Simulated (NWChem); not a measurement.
# CH7BGe (SMILES C[BH][GeH3]): levels of theory compared

Wanted: a comparison of 4 runs (HF/STO-3G, HF/3-21G, B3LYP/6-31G*) of CH7BGe. 

Program for the calculation: NWChem 7.3.0.

## (1) The system as given

The species is CH7BGe (10 atoms), meant as a singlet with charge 0. SMILES: `C[BH][GeH3]`. Geometry: relaxed at PBE0-D4/def2-TZVP.

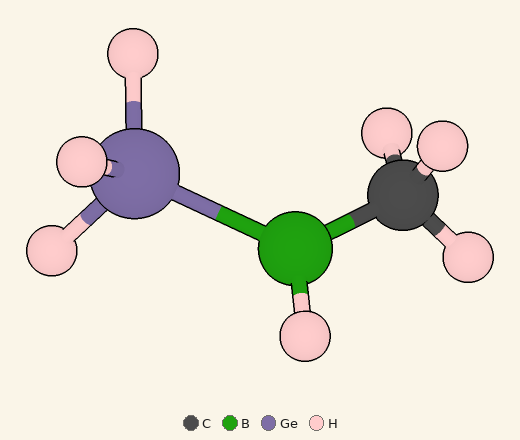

The structure, seen from a chosen angle (carbon dark grey, boron green, germanium purple, hydrogen pink).

## (2) Energy and forces at HF/STO-3G (run 1)

File ch7bge.nw:

```
start ch7bge
memory total 2200 mb

geometry units angstrom noautosym nocenter noautoz
 C     -1.211300     0.848000    -0.579700
 B     -0.013900    -0.123000    -0.719700
 Ge     1.111300    -0.784600     0.881600
 H     -1.972600     0.748500    -1.357000
 H     -0.747300     1.837300    -0.749600
 H     -1.677100     0.898700     0.405800
 H      0.326000    -0.481700    -1.813000
 H      0.918400    -2.307400     1.048300
 H      0.729200    -0.128900     2.224000
 H      2.620500    -0.558300     0.662100
end

basis "ao basis" spherical bse
 * library STO-3G
end

scf
 thresh 1e-08
 maxiter 80
end

task scf gradient
```

Command:

```console
$ nwchem ch7bge.nw > ch7bge.out
```

What it wrote:

```text
[...]
  functions       =    35
[...]
  wavefunction    = RHF
[...]
         Total SCF energy =  -2117.602215524736
      One-electron energy =  -3289.255885810388
      Two-electron energy =   1011.162342741056
 Nuclear repulsion energy =    160.491327544595
        Time for solution =      1.9s
[...]
                         RHF ENERGY GRADIENTS
    atom               coordinates                        gradient
                 x          y          z           x          y          z
   1 C      -2.289025   1.602488  -1.095474    0.007103  -0.025972   0.004780
   2 B      -0.026267  -0.232436  -1.360036   -0.027434   0.025516   0.003522
   3 Ge      2.100052  -1.482679   1.665982   -0.017140   0.015028  -0.022437
   4 H      -3.727673   1.414460  -2.564358   -0.003407   0.002058  -0.007364
   5 H      -1.412192   3.471994  -1.416539    0.006504   0.008364  -0.002385
   6 H      -3.169259   1.698297   0.766851   -0.001283   0.003453   0.007346
   7 H       0.616051  -0.910281  -3.426073    0.008950  -0.008668  -0.019732
   8 H       1.735524  -4.360354   1.981000   -0.004627  -0.041289   0.004591
   9 H       1.377988  -0.243586   4.202751   -0.009640   0.016658   0.036832
  10 H       4.952027  -1.055034   1.251188    0.040974   0.004853  -0.005152
[...]
```

Wall time 3.3 s (1 thread of Intel Xeon 6975P-C (Granite Rapids), shared host); peak memory 0.1 GiB.

## (3) Energy and forces at HF/3-21G (run 2)

File run.py:

```python
from ase import Atoms
from ase.calculators.nwchem import NWChem

system = Atoms('CBGeHHHHHHH', positions=[
    [-1.211300, 0.848000, -0.579700],
    [-0.013900, -0.123000, -0.719700],
    [1.111300, -0.784600, 0.881600],
    [-1.972600, 0.748500, -1.357000],
    [-0.747300, 1.837300, -0.749600],
    [-1.677100, 0.898700, 0.405800],
    [0.326000, -0.481700, -1.813000],
    [0.918400, -2.307400, 1.048300],
    [0.729200, -0.128900, 2.224000],
    [2.620500, -0.558300, 0.662100],
])

calc = NWChem(
    label='m1',
    theory='scf',
    memory='2200 mb',
    basis='3-21G',
    basispar='spherical bse',
    scf={'nopen': '0', 'rhf': None, 'thresh': '1e-08', 'maxiter': '80'},
)
system.calc = calc

forces = system.get_forces()
print(f"energy = {system.get_potential_energy():.6f} eV")
print("forces (eV/A):")
for s, f in zip(system.symbols, forces):
    print(f"{s:2s} {f[0]:10.5f} {f[1]:10.5f} {f[2]:10.5f}")
print("dipole (e A):", system.get_dipole_moment().round(4))
```

Command:

```console
$ export ASE_NWCHEM_COMMAND="nwchem PREFIX.nwi > PREFIX.nwo"
$ python run.py
```

What it wrote:

```text
energy = -58002.748860 eV
forces (eV/A):
C    -0.41796    0.61583   -0.04607
B     0.26575   -0.34910   -0.36170
Ge    0.26148   -0.26595    0.23392
H     0.11688   -0.01897    0.24256
H    -0.17190   -0.06315    0.05034
H     0.06711   -0.06407   -0.26318
H    -0.05394    0.04453    0.18178
H    -0.04798   -0.05142   -0.00730
H    -0.05842    0.08438   -0.00159
H     0.03898    0.06793   -0.02864
dipole (e A): [-0.1654  0.1598 -0.1378]
```

The calculator wrote m1.nwi:

```
title "m1"

permanent_dir m1

scratch_dir m1

start m1

geometry units angstrom nocenter noautosym noautoz
  C  -1.2113000000000000e+00 8.4799999999999998e-01 -5.7969999999999999e-01
  B  -1.3899999999999999e-02 -1.2300000000000000e-01 -7.1970000000000001e-01
  Ge 1.1113000000000000e+00 -7.8459999999999996e-01 8.8160000000000005e-01
  H  -1.9725999999999999e+00 7.4850000000000005e-01 -1.3570000000000000e+00
  H  -7.4729999999999996e-01 1.8372999999999999e+00 -7.4960000000000004e-01
  H  -1.6771000000000000e+00 8.9870000000000005e-01 4.0579999999999999e-01
  H  3.2600000000000001e-01 -4.8170000000000002e-01 -1.8129999999999999e+00
  H  9.1839999999999999e-01 -2.3073999999999999e+00 1.0483000000000000e+00
  H  7.2919999999999996e-01 -1.2889999999999999e-01 2.2240000000000002e+00
  H  2.6204999999999998e+00 -5.5830000000000002e-01 6.6210000000000002e-01
end

memory 2200 mb

basis spherical bse noprint
   * library 3-21G
end

scf
  nopen 0
  rhf
  thresh 1e-08
  maxiter 80
end

task scf gradient
```

m1.nwo:

```text
Northwest Computational Chemistry Package (NWChem) 7.3.0
             --------------------------------------------------------

           Job information
           ---------------

    nwchem branch   = 7.3.0
    use scalapack   = T
    input           = m1.nwi
    prefix          = m1.
    data base       = m1/m1.db
    status          = startup
    nproc           =        1

           Memory information
           ------------------

[... 5 lines left out ...]
    hardfail = no
[... 138 lines left out ...]
         Quadratically convergent ROHF
[... 14 lines left out ...]
       Final RHF  results
[... 4 lines left out ...]
      Two-electron energy =    999.627754937418
[... 44 lines left out ...]
                       ROHF Final Molecular Orbital Analysis
[... 241 lines left out ...]
                 ----------------------------------------
                 |  Time  |  1-e(secs)   |  2-e(secs)   |
                 ----------------------------------------
                 |  CPU   |       0.00   |       0.73   |
                 ----------------------------------------
                 |  WALL  |       0.00   |       0.73   |
                 ----------------------------------------

 Task  times  cpu:        3.0s     wall:        3.0s
 Total times  cpu:        3.1s     wall:        3.1s
```

It took 4.2 s on 1 thread of Intel Xeon 6975P-C (Granite Rapids), shared host; peak memory 0.1 GiB.

Run 3 isn't shown in full; the table further down has it.

## (4) Energy and forces at B3LYP/6-31G(d) (Cartesian functions) (run 4)

File ch7bge.nw:

```
START ch7bge
memory total 2200 mb

GEOMETRY units angstrom noautosym nocenter noautoz
  C     -1.211300     0.848000    -0.579700
  B     -0.013900    -0.123000    -0.719700
  Ge     1.111300    -0.784600     0.881600
  H     -1.972600     0.748500    -1.357000
  H     -0.747300     1.837300    -0.749600
  H     -1.677100     0.898700     0.405800
  H      0.326000    -0.481700    -1.813000
  H      0.918400    -2.307400     1.048300
  H      0.729200    -0.128900     2.224000
  H      2.620500    -0.558300     0.662100
END

BASIS cartesian
  C library 6-31G*
  B library 6-31G*
  Ge library 6-31G*
  H library 6-31G*
END

DFT
  xc b3lyp
  grid xfine
  convergence energy 1e-08
  maxiter 100
  mulliken
END

TASK dft gradient
```

Command:

```console
$ nwchem ch7bge.nw > ch7bge.out
```

What it wrote:

```text
[...]
          Wavefunction type:  closed shell.
          No. of atoms     :    10
          No. of electrons :    50
[...]
          Charge           :     0
          Spin multiplicity:     1
[...]
          AO basis - number of functions:    79
[...]
              XC Information
              --------------
                         B3LYP Method XC Potential
                     Hartree-Fock (Exact) Exchange  0.200
                        Slater Exchange Functional  0.800 local
                    Becke 1988 Exchange Functional  0.720 non-local
              Lee-Yang-Parr Correlation Functional  0.810
                  VWN I RPA Correlation Functional  0.190 local
[...]
 d= 0,ls=0.0,diis     1  -2143.8733459718 -2.30D+03  8.12D-03  1.06D+00     3.5
[...]
 d= 0,ls=0.0,diis     8  -2143.9113953284 -1.55D-09  1.47D-06  1.16D-08    23.7
         Total DFT energy =    -2143.911395328353
      One electron energy =    -3302.066013777136
           Coulomb energy =     1088.777408947009
    Exchange-Corr. energy =      -91.114118042821
 Nuclear repulsion energy =      160.491327544595
[...]
      Total Density - Mulliken Population Analysis
     ---------------------------------------------
    Atom       Charge   Shell Charges
 -----------   ------   -------------------------------------------------------
    1 C    6     6.60   1.99  0.67  2.15  0.66  1.10  0.02
    2 B    5     4.74   1.99  0.58  1.36  0.42  0.34  0.05
    3 Ge  32    32.23   2.00  1.99  6.00  1.93  5.99  1.33  2.32  0.14  0.40  6.91  2.95  0.25
    4 H    1     0.83   0.52  0.31
    5 H    1     0.83   0.51  0.32
    6 H    1     0.83   0.52  0.31
    7 H    1     1.01   0.52  0.49
    8 H    1     0.97   0.49  0.49
    9 H    1     0.98   0.49  0.49
   10 H    1     0.97   0.49  0.49
[...]
  wavefunction    = closed shell
[...]
```

It took 32 s on 1 thread of Intel Xeon 6975P-C (Granite Rapids), shared host; peak memory 0.15 GiB.

## (5) Overview of the runs

| run | level | iteration cap | module | energy (Eh) | dipole moment (D) | HOMO energy (eV) | LUMO energy (eV) | wall time |
| --- | --- | --- | --- | --- | --- | --- | --- | --- |
| 1 | HF/STO-3G | 80 | scf | -2117.602216 | 0.70 | -9.00 | 6.54 | 3.3 s |
| 2 | HF/3-21G | 80 | scf | -2131.561722 | 1.29 | -10.59 | 2.02 | 4.2 s |
| 3 | B3LYP/6-31G* (spherical functions) | 100 | dft | -2143.905205 | 1.43 | -7.50 | -1.64 | 31 s |
| 4 | B3LYP/6-31G* (Cartesian functions) | 100 | dft | -2143.911395 | 1.44 | -7.50 | -1.65 | 32 s |

## (6) Results

```
                       quantity           value
            run 4: total energy  -2143.91140 Eh
           run 4: dipole moment          1.44 D
             run 4: HOMO energy        -7.50 eV
             run 4: LUMO energy        -1.65 eV
           run 4: HOMO–LUMO gap         5.85 eV
run 4: largest force on an atom      0.237 eV/Å
```

What this shows: The dipole moment (its size) runs from 0.70 D (HF/STO-3G) to 1.44 D (B3LYP/6-31G*). The two ends differ in method and basis. The HOMO–LUMO gap runs from 5.85 eV (B3LYP/6-31G*) to 15.54 eV (HF/STO-3G). In run 1 the basis is minimal, so the values are rough. All runs together took 70 s, the longest 32 s.
